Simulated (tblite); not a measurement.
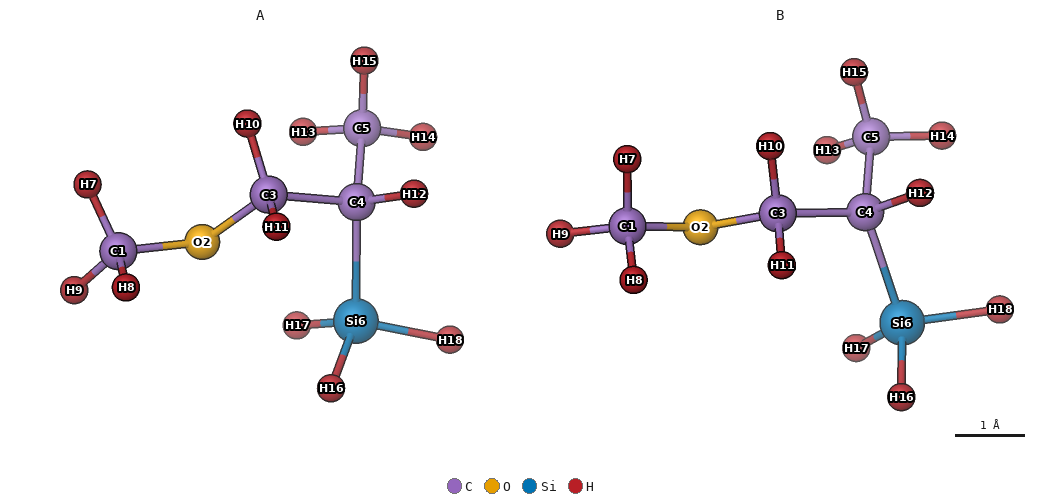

Two geometries of C4H12OSi, drawn at one scale. One is the start of a relaxation, the other its converged end. The picture is a ball-and-stick view, seen at a tilt.

Computed with GFN2-xTB geometry optimisation, gas phase in tblite 0.8.0. 

> Which geometry has the lower energy?

Structure A is the relaxed one. The energy falls by 9.78 kcal/mol in 131 geometry steps. The largest move after the best rigid fit is that of H9, 1.01 Å. Largest moves by element: H 1.01 Å, C 0.42 Å, O 0.42 Å, Si 0.39 Å. Near-neighbour distances that change, for instance: O2–Si6 3.352 → 2.670 Å, C4–Si6 1.851 → 1.912 Å, C4–H12 1.141 → 1.093 Å, C3–C4 1.499 → 1.520 Å. Among the angles between lasting bonds that change: C3–C4–Si6 116.0° → 105.8°, C1–O2–C3 104.3° → 114.3°, O2–C3–C4 114.3° → 106.1°. Groups turn about C3–C4 by about 25°. Cost: 0.81 s on 1 thread of Arm Neoverse V1, on a shared host.
